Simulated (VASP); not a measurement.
Band structure of TbTe (space group P-6m2). Level of theory: PBEsol GGA, VASP's PBE PAW potentials (set 64) (plane waves; VASP).

The 4f electrons are frozen in the core of the lanthanide potential, so 4f levels, which can set the real gap, and their magnetism are missing.  Unless said otherwise, spin-orbit coupling is left out, though it shifts the bands of the heavy elements here.

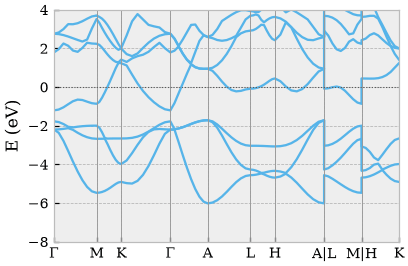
Figure. Bands along high-symmetry lines, zero at the valence-band maximum or, without a gap, the Fermi level

Task: Read the plot: is there a gap, and where are the band edges?

Result: It has no gap at this level: it comes out as a metal or semimetal. (Edges off the drawn lines would not show.)

The structure comes from a computed database's TbTe entry (P-6m2); how it stands against other phases isn't given here. It was relaxed first. The electron count is odd and the run is not spin-polarised, which forces a metal.
